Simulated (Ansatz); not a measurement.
C3HF5O: molecular dynamics (part 1 of 3)

System: C3HF5O.
Method: RKS r2SCAN/def2-SVP (Ansatz 0.2.0).

The geometry comes from this level: PBE0-D4/def2-TZVP. Figures and captions count atoms from 1; the log counts them from 0 in places.

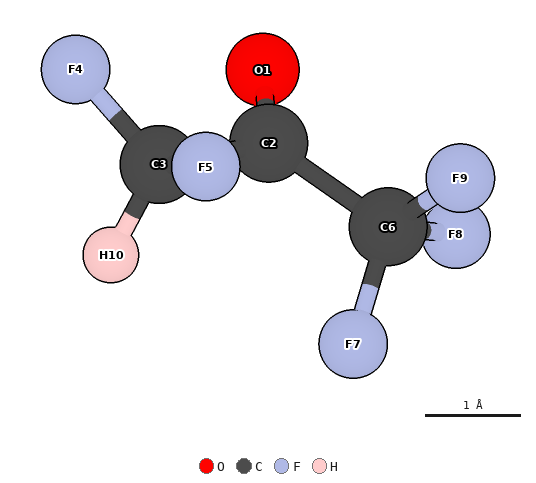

The starting structure (ball-and-stick view, seen at a tilt; atoms are numbered from 1 in the order of the input).

Summary

- outcome: finished
- mean temperature over the second half: 258 K
- trajectory: 50 steps, 25 fs
- ensemble: nve
- temperature in the input: 500 K
- time step: 0.5 fs
- potential energy (last step): −18734.8948 eV
- SCF solution under orbital rotations (last step): stable
- largest force (length of the vector) (last step): 2.974 eV/Å
- dipole moment (last step): 1.58 D
- hardware: 4 threads of Arm Neoverse V1, 23 GiB of memory available, shared host
- wall time: 2.5 min (CPU time 9.4 min)
- peak memory: 0.21 GiB

So short a trajectory is not equilibrated.

The input
```yaml
crystal:
  periodic: [false, false, false]
  atoms:
    - {symbol: O, position_ang: [0.370167, -1.695226, -0.699959]}
    - {symbol: C, position_ang: [0.141679, -0.613336, -0.265423]}
    - {symbol: C, position_ang: [0.466728, 0.679221, -1.030808]}
    - {symbol: F, position_ang: [1.305201, 0.401416, -2.033285]}
    - {symbol: F, position_ang: [1.056675, 1.558154, -0.190642]}
    - {symbol: C, position_ang: [-0.548647, -0.428873, 1.109913]}
    - {symbol: F, position_ang: [-1.433964, 0.571723, 1.040736]}
    - {symbol: F, position_ang: [-1.183032, -1.530235, 1.466075]}
    - {symbol: F, position_ang: [0.352069, -0.131634, 2.042013]}
    - {symbol: H, position_ang: [-0.443677, 1.137591, -1.435624]}
basis:
  gaussian: {orbitals: def2-SVP}
hamiltonian: {xc: {name: r2SCAN}}
md: {timestep: 0.5 fs, n_steps: 50, ensemble: nve, temperature: 500, initial_velocities: maxwell_boltzmann, seed: 595}
```

Launch command:
```bash
ansatz run in.yaml --threads 4 --pin off --events-out ev --progress --plain --max-ram 11315MiB
```

Output
```
Functional definition: r2SCAN
  name "r2SCAN"
  cite "Furness, Kaplan, Ning, Perdew & Sun, J. Phys. Chem. Lett. 11, 8208 (2020) doi:10.1021/acs.jpclett.0c02405"
  cite "Furness, Kaplan, Ning, Perdew & Sun, J. Phys. Chem. Lett. 11, 9248 (2020) doi:10.1021/acs.jpclett.0c03077"
  parent r2scan
  parameter k0 = 0.174
  parameter k1 = 0.065
  parameter a1 = 4.9479
  exchange = r2scan_x(k0 = k0, k1 = k1, a1 = a1)
  correlation = r2scan_c
1415 factors; their error is unknown
mean field evaluation 1: about -18730.8135 eV, gradient 5.3e1 eV
mean field evaluation 2: about -18716.3689 eV, gradient 1.0e2 eV
mean field evaluation 4: about -18735.1781 eV, gradient 5.8e0 eV
mean field evaluation 8: about -18735.2442 eV, gradient 1.4e-1 eV
mean field evaluation 16: about -18735.1420 eV, gradient 2.3e-3 eV
mean field -18735.14196646 eV, -688.5037681321 hartree, gradient 9.4e-6 eV, S^2 0.000000; 0 other end points of the search recorded, 0 dependent functions left out
the calculation of the forces begins
reference -18735.14197109 eV, -688.5037683022 hartree; 36, 36 occupied and 95, 95 virtual orbitals, 1415 factors
md step     0: t =     0.00 fs  T =   500.0 K  F+E_penalty+E_count = -18735.14196646 eV  E_kin = 0.517040 eV  conserved = -18734.62492647 eV  (31 SCF iters)
these checks for a lower state are left out or cut short: starts, cluster_reference, orbital_swaps, neighbouring_geometries, increment
1415 factors; their error is unknown
mean field -18735.13755774 eV, -688.5036061147 hartree, gradient 2.6e-5 eV, S^2 0.000000; 0 other end points of the search recorded, 0 dependent functions left out
the calculation of the forces begins
reference -18735.13756238 eV, -688.5036062853 hartree; 36, 36 occupied and 95, 95 virtual orbitals, 1415 factors
md step     1: t =     0.50 fs  T =   495.8 K  F+E_penalty+E_count = -18735.13755774 eV  E_kin = 0.512707 eV  conserved = -18734.62485111 eV  (32 SCF iters)
[... from here on the SCF iterations and repeated set-up lines of each step are left out, up to the last step ...]
md step     2: t =     1.00 fs  T =   473.5 K  F+E_penalty+E_count = -18735.11419625 eV  E_kin = 0.489667 eV  conserved = -18734.62452952 eV  (32 SCF iters)
md step     3: t =     1.50 fs  T =   437.6 K  F+E_penalty+E_count = -18735.07658323 eV  E_kin = 0.452485 eV  conserved = -18734.62409829 eV  (32 SCF iters)
md step     4: t =     2.00 fs  T =   394.2 K  F+E_penalty+E_count = -18735.03127137 eV  E_kin = 0.407599 eV  conserved = -18734.62367264 eV  (32 SCF iters)
md step     5: t =     2.50 fs  T =   349.6 K  F+E_penalty+E_count = -18734.98488593 eV  E_kin = 0.361565 eV  conserved = -18734.62332076 eV  (32 SCF iters)
md step     6: t =     3.00 fs  T =   309.4 K  F+E_penalty+E_count = -18734.94298663 eV  E_kin = 0.319911 eV  conserved = -18734.62307611 eV  (32 SCF iters)
md step     7: t =     3.50 fs  T =   277.1 K  F+E_penalty+E_count = -18734.90947786 eV  E_kin = 0.286527 eV  conserved = -18734.62295041 eV  (32 SCF iters)
md step     8: t =     4.00 fs  T =   254.7 K  F+E_penalty+E_count = -18734.88637198 eV  E_kin = 0.263426 eV  conserved = -18734.62294640 eV  (32 SCF iters)
md step     9: t =     4.50 fs  T =   242.4 K  F+E_penalty+E_count = -18734.87372839 eV  E_kin = 0.250666 eV  conserved = -18734.62306282 eV  (32 SCF iters)
md step    10: t =     5.00 fs  T =   238.3 K  F+E_penalty+E_count = -18734.86969494 eV  E_kin = 0.246404 eV  conserved = -18734.62329128 eV  (32 SCF iters)
md step    11: t =     5.50 fs  T =   238.9 K  F+E_penalty+E_count = -18734.87069451 eV  E_kin = 0.247087 eV  conserved = -18734.62360759 eV  (32 SCF iters)
md step    12: t =     6.00 fs  T =   239.8 K  F+E_penalty+E_count = -18734.87190078 eV  E_kin = 0.247948 eV  conserved = -18734.62395285 eV  (32 SCF iters)
md step    13: t =     6.50 fs  T =   236.0 K  F+E_penalty+E_count = -18734.86823783 eV  E_kin = 0.244014 eV  conserved = -18734.62422379 eV  (32 SCF iters)
md step    14: t =     7.00 fs  T =   224.1 K  F+E_penalty+E_count = -18734.85604410 eV  E_kin = 0.231764 eV  conserved = -18734.62428000 eV  (32 SCF iters)
md step    15: t =     7.50 fs  T =   204.2 K  F+E_penalty+E_count = -18734.83518972 eV  E_kin = 0.211187 eV  conserved = -18734.62400267 eV  (32 SCF iters)
md step    16: t =     8.00 fs  T =   181.1 K  F+E_penalty+E_count = -18734.81069828 eV  E_kin = 0.187293 eV  conserved = -18734.62340560 eV  (32 SCF iters)
md step    17: t =     8.50 fs  T =   163.9 K  F+E_penalty+E_count = -18734.79225728 eV  E_kin = 0.169533 eV  conserved = -18734.62272404 eV  (32 SCF iters)
md step    18: t =     9.00 fs  T =   162.6 K  F+E_penalty+E_count = -18734.79047834 eV  E_kin = 0.168133 eV  conserved = -18734.62234488 eV  (33 SCF iters)
md step    19: t =     9.50 fs  T =   182.4 K  F+E_penalty+E_count = -18734.81111276 eV  E_kin = 0.188567 eV  conserved = -18734.62254596 eV  (32 SCF iters)
md step    20: t =    10.00 fs  T =   220.3 K  F+E_penalty+E_count = -18734.85102383 eV  E_kin = 0.227766 eV  conserved = -18734.62325818 eV  (32 SCF iters)
md step    21: t =    10.50 fs  T =   266.1 K  F+E_penalty+E_count = -18734.89923570 eV  E_kin = 0.275122 eV  conserved = -18734.62411330 eV  (32 SCF iters)
md step    22: t =    11.00 fs  T =   307.2 K  F+E_penalty+E_count = -18734.94236303 eV  E_kin = 0.317634 eV  conserved = -18734.62472933 eV  (33 SCF iters)
md step    23: t =    11.50 fs  T =   334.1 K  F+E_penalty+E_count = -18734.97039327 eV  E_kin = 0.345461 eV  conserved = -18734.62493204 eV  (32 SCF iters)
md step    24: t =    12.00 fs  T =   343.1 K  F+E_penalty+E_count = -18734.97951135 eV  E_kin = 0.354742 eV  conserved = -18734.62476977 eV  (32 SCF iters)
md step    25: t =    12.50 fs  T =   335.8 K  F+E_penalty+E_count = -18734.97161371 eV  E_kin = 0.347217 eV  conserved = -18734.62439639 eV  (32 SCF iters)
md step    26: t =    13.00 fs  T =   317.3 K  F+E_penalty+E_count = -18734.95209810 eV  E_kin = 0.328135 eV  conserved = -18734.62396346 eV  (32 SCF iters)
md step    27: t =    13.50 fs  T =   293.9 K  F+E_penalty+E_count = -18734.92753441 eV  E_kin = 0.303960 eV  conserved = -18734.62357393 eV  (32 SCF iters)
md step    28: t =    14.00 fs  T =   271.5 K  F+E_penalty+E_count = -18734.90399508 eV  E_kin = 0.280714 eV  conserved = -18734.62328156 eV  (32 SCF iters)
md step    29: t =    14.50 fs  T =   254.3 K  F+E_penalty+E_count = -18734.88611894 eV  E_kin = 0.263010 eV  conserved = -18734.62310860 eV  (32 SCF iters)
md step    30: t =    15.00 fs  T =   245.3 K  F+E_penalty+E_count = -18734.87668011 eV  E_kin = 0.253617 eV  conserved = -18734.62306295 eV  (32 SCF iters)
md step    31: t =    15.50 fs  T =   244.9 K  F+E_penalty+E_count = -18734.87641859 eV  E_kin = 0.253270 eV  conserved = -18734.62314811 eV  (32 SCF iters)
md step    32: t =    16.00 fs  T =   252.0 K  F+E_penalty+E_count = -18734.88398567 eV  E_kin = 0.260622 eV  conserved = -18734.62336341 eV  (32 SCF iters)
md step    33: t =    16.50 fs  T =   263.3 K  F+E_penalty+E_count = -18734.89599083 eV  E_kin = 0.272293 eV  conserved = -18734.62369738 eV  (32 SCF iters)
md step    34: t =    17.00 fs  T =   273.8 K  F+E_penalty+E_count = -18734.90727324 eV  E_kin = 0.283164 eV  conserved = -18734.62410901 eV  (32 SCF iters)
md step    35: t =    17.50 fs  T =   277.7 K  F+E_penalty+E_count = -18734.91166075 eV  E_kin = 0.287157 eV  conserved = -18734.62450354 eV  (32 SCF iters)
md step    36: t =    18.00 fs  T =   269.6 K  F+E_penalty+E_count = -18734.90353623 eV  E_kin = 0.278811 eV  conserved = -18734.62472548 eV  (32 SCF iters)
md step    37: t =    18.50 fs  T =   247.3 K  F+E_penalty+E_count = -18734.88029419 eV  E_kin = 0.255707 eV  conserved = -18734.62458689 eV  (32 SCF iters)
md step    38: t =    19.00 fs  T =   213.8 K  F+E_penalty+E_count = -18734.84506215 eV  E_kin = 0.221073 eV  conserved = -18734.62398959 eV  (32 SCF iters)
md step    39: t =    19.50 fs  T =   178.7 K  F+E_penalty+E_count = -18734.80787520 eV  E_kin = 0.184793 eV  conserved = -18734.62308190 eV  (32 SCF iters)
md step    40: t =    20.00 fs  T =   155.5 K  F+E_penalty+E_count = -18734.78308211 eV  E_kin = 0.160777 eV  conserved = -18734.62230464 eV  (33 SCF iters)
md step    41: t =    20.50 fs  T =   155.2 K  F+E_penalty+E_count = -18734.78263000 eV  E_kin = 0.160488 eV  conserved = -18734.62214232 eV  (33 SCF iters)
md step    42: t =    21.00 fs  T =   180.1 K  F+E_penalty+E_count = -18734.80895939 eV  E_kin = 0.186232 eV  conserved = -18734.62272724 eV  (33 SCF iters)
md step    43: t =    21.50 fs  T =   221.8 K  F+E_penalty+E_count = -18734.85311383 eV  E_kin = 0.229401 eV  conserved = -18734.62371241 eV  (33 SCF iters)
md step    44: t =    22.00 fs  T =   266.2 K  F+E_penalty+E_count = -18734.89980130 eV  E_kin = 0.275230 eV  conserved = -18734.62457116 eV  (33 SCF iters)
md step    45: t =    22.50 fs  T =   300.0 K  F+E_penalty+E_count = -18734.93522306 eV  E_kin = 0.310245 eV  conserved = -18734.62497796 eV  (33 SCF iters)
md step    46: t =    23.00 fs  T =   316.5 K  F+E_penalty+E_count = -18734.95221142 eV  E_kin = 0.327298 eV  conserved = -18734.62491380 eV  (33 SCF iters)
md step    47: t =    23.50 fs  T =   315.5 K  F+E_penalty+E_count = -18734.95084987 eV  E_kin = 0.326303 eV  conserved = -18734.62454681 eV  (33 SCF iters)
md step    48: t =    24.00 fs  T =   301.8 K  F+E_penalty+E_count = -18734.93616171 eV  E_kin = 0.312090 eV  conserved = -18734.62407127 eV  (33 SCF iters)
md step    49: t =    24.50 fs  T =   282.0 K  F+E_penalty+E_count = -18734.91519266 eV  E_kin = 0.291568 eV  conserved = -18734.62362444 eV  (33 SCF iters)
these checks for a lower state are left out or cut short: starts, cluster_reference, orbital_swaps, neighbouring_geometries, increment
1415 factors; their error is unknown
mean field evaluation 416: about -18734.8948 eV, gradient 1.0e-5 eV
mean field -18734.89480063 eV, -688.4946849553 hartree, gradient 1.0e-5 eV, S^2 0.000000; 0 other end points of the search recorded, 0 dependent functions left out
the calculation of the forces begins
reference -18734.89480536 eV, -688.4946851293 hartree; 36, 36 occupied and 95, 95 virtual orbitals, 1415 factors
1415 factors; their error is unknown
mean field -18734.89480063 eV, -688.4946849553 hartree, gradient 1.0e-5 eV, S^2 0.000000; 1 other end points of the search recorded, 0 dependent functions left out
the calculation of the forces begins
reference -18734.89480536 eV, -688.4946851293 hartree; 36, 36 occupied and 95, 95 virtual orbitals, 1415 factors
md step    50: t =    25.00 fs  T =   262.6 K  F+E_penalty+E_count = -18734.89480063 eV  E_kin = 0.271521 eV  conserved = -18734.62327955 eV  (53 SCF iters)
```

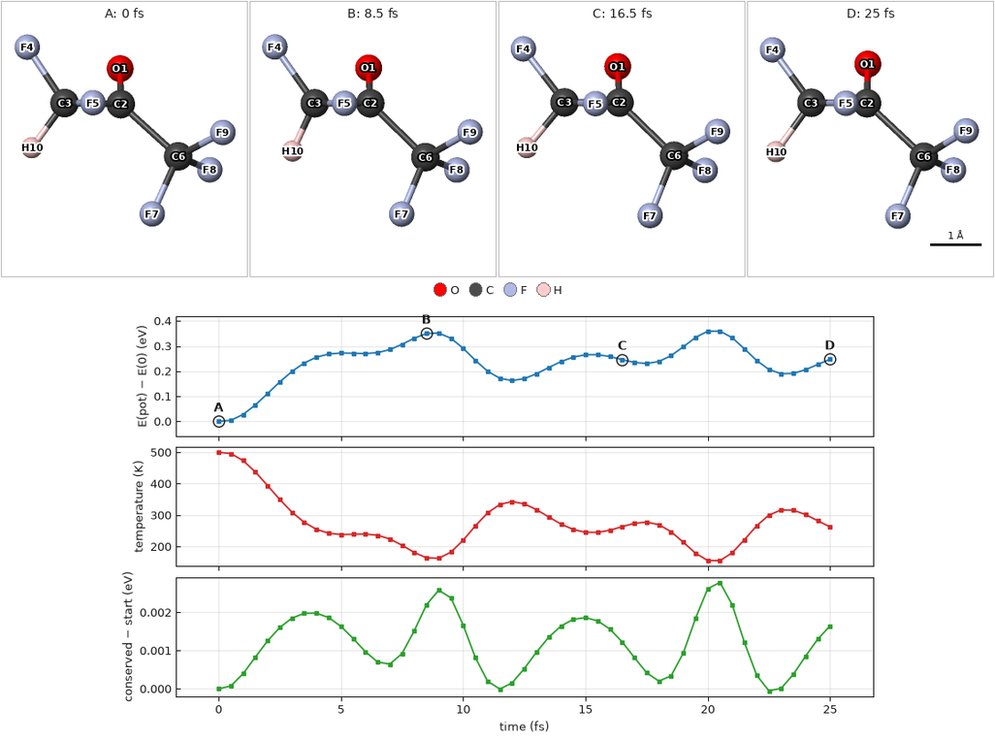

Frames of the molecular dynamics (ball-and-stick, seen at a tilt) above the curves, on which the letters mark them. The trajectory kept here has 51 frames over 25 fs. The temperature starts at 500 K, ranges from 155 to 500 K and averages 258 K over the second half. The potential energy ends 0.247 eV above its first value. The conserved quantity stays within 0.0028 eV. After an unweighted best fit of the last frame on the first, the root-mean-square displacement is 0.08 Å, and F5 has moved furthest (0.13 Å).

```
Total energy: -18734.89480536 eV, -688.4946851293 hartree
Atom 0 at     0.461007    -1.724974    -0.692312 Å, force    -0.463526     1.115322     0.651017 eV/Å
Atom 1 at     0.151465    -0.631916    -0.274272 Å, force    -0.074567    -0.350474    -0.399356 eV/Å
Atom 2 at     0.468843     0.667903    -1.026866 Å, force    -2.643354     1.337624     0.259644 eV/Å
Atom 3 at     1.234162     0.386898    -2.052332 Å, force     1.135343     0.154759    -0.528426 eV/Å
Atom 4 at     1.046752     1.484887    -0.078802 Å, force     0.387029    -0.202510    -0.732547 eV/Å
Atom 5 at    -0.544518    -0.395853     1.106616 Å, force    -0.520566    -0.293729    -1.065486 eV/Å
Atom 6 at    -1.465312     0.611532     1.047006 Å, force     0.803051    -0.588537     0.005266 eV/Å
Atom 7 at    -1.198166    -1.519577     1.416363 Å, force     0.345270     0.386843     0.591266 eV/Å
Atom 8 at     0.394589    -0.078265     1.991103 Å, force    -0.412182    -0.269867     0.387901 eV/Å
Atom 9 at    -0.475876     1.270034    -1.429866 Å, force     1.443502    -1.289431     0.830721 eV/Å
Dipole moment:    -0.206448     0.230988    -0.109471 e Å
```

Trajectory as extended XYZ (Å, eV, eV/Å), 51 frames, from step=0 to step=50
```
10
Properties=species:S:1:pos:R:3:forces:R:3 step=0 time_fs=0.0 energy=-18735.14197 temperature=500.0
O     0.3702   -1.6952   -0.7000    0.1923  -0.7985  -0.3415
C     0.1417   -0.6133   -0.2654   -0.2164   0.6653   0.3481
C     0.4667    0.6792   -1.0308    0.1150  -0.0744   0.0458
F     1.3052    0.4014   -2.0333    0.1427  -0.1224  -0.1833
F     1.0567    1.5582   -0.1906    0.0552   0.1144   0.2588
C    -0.5486   -0.4289    1.1099    0.1458   0.0039  -0.1652
F    -1.4340    0.5717    1.0407   -0.1911   0.2770  -0.0674
F    -1.1830   -1.5302    1.4661   -0.1393  -0.3048   0.0511
F     0.3521   -0.1316    2.0420    0.2325   0.0954   0.1747
H    -0.4437    1.1376   -1.4356   -0.3368   0.1442  -0.1210
10
Properties=species:S:1:pos:R:3:forces:R:3 step=1 time_fs=0.5 energy=-18735.13756 temperature=495.8
O     0.3712   -1.6927   -0.6996    0.2266  -0.9495  -0.3841
C     0.1445   -0.6120   -0.2646   -0.2769   0.6844   0.3761
C     0.4678    0.6768   -1.0294   -0.3780   0.1848  -0.0930
F     1.3052    0.4000   -2.0353   -0.0162  -0.0305  -0.1002
F     1.0554    1.5555   -0.1880    0.1021   0.1388   0.2212
C    -0.5523   -0.4301    1.1081    0.4029   0.1570  -0.1385
F    -1.4334    0.5708    1.0417   -0.2811   0.3481  -0.0822
F    -1.1825   -1.5275    1.4644   -0.2322  -0.4706   0.0958
F     0.3528   -0.1303    2.0404    0.1805   0.0610   0.1348
H    -0.4724    1.1397   -1.4171    0.2722  -0.1236  -0.0297
10
Properties=species:S:1:pos:R:3:forces:R:3 step=2 time_fs=1.0 energy=-18735.11420 temperature=473.5
O     0.3723   -1.6903   -0.6992    0.2552  -1.0735  -0.4159
C     0.1473   -0.6104   -0.2636   -0.3338   0.6759   0.3905
C     0.4688    0.6745   -1.0280   -0.8083   0.4102  -0.1869
F     1.3051    0.3987   -2.0373   -0.1656   0.0557  -0.0171
F     1.0541    1.5528   -0.1852    0.1456   0.1628   0.1809
C    -0.5559   -0.4312    1.1063    0.6559   0.3122  -0.1124
F    -1.4329    0.5700    1.0427   -0.3693   0.4181  -0.0963
F    -1.1820   -1.5249    1.4628   -0.3246  -0.6372   0.1404
F     0.3536   -0.1289    2.0388    0.1300   0.0271   0.0963
H    -0.5005    1.1415   -1.3987    0.8149  -0.3513   0.0204
10
Properties=species:S:1:pos:R:3:forces:R:3 step=3 time_fs=1.5 energy=-18735.07658 temperature=437.6
O     0.3735   -1.6881   -0.6989    0.2779  -1.1677  -0.4354
C     0.1500   -0.6088   -0.2626   -0.3863   0.6378   0.3906
C     0.4697    0.6722   -1.0266   -1.1509   0.5914  -0.2363
F     1.3050    0.3973   -2.0393   -0.3050   0.1356   0.0652
F     1.0528    1.5502   -0.1825    0.1855   0.1868   0.1394
C    -0.5594   -0.4323    1.1044    0.9012   0.4661  -0.0862
F    -1.4325    0.5692    1.0436   -0.4547   0.4863  -0.1099
F    -1.1815   -1.5223    1.4612   -0.4149  -0.8019   0.1843
F     0.3544   -0.1275    2.0372    0.0818  -0.0059   0.0602
H    -0.5266    1.1425   -1.3803    1.2654  -0.5285   0.0281
10
Properties=species:S:1:pos:R:3:forces:R:3 step=4 time_fs=2.0 energy=-18735.03127 temperature=394.2
O     0.3746   -1.6860   -0.6987    0.2943  -1.2305  -0.4420
C     0.1526   -0.6070   -0.2615   -0.4332   0.5686   0.3763
C     0.4703    0.6700   -1.0253   -1.3990   0.7269  -0.2480
F     1.3049    0.3959   -2.0414   -0.4343   0.2091   0.1461
F     1.0516    1.5476   -0.1798    0.2223   0.2113   0.0984
C    -0.5627   -0.4333    1.1025    1.1354   0.6154  -0.0588
F    -1.4321    0.5685    1.0446   -0.5363   0.5521  -0.1234
F    -1.1811   -1.5198    1.4596   -0.5014  -0.9617   0.2264
F     0.3552   -0.1262    2.0356    0.0364  -0.0374   0.0269
H    -0.5498    1.1422   -1.3618    1.6159  -0.6537  -0.0018
```
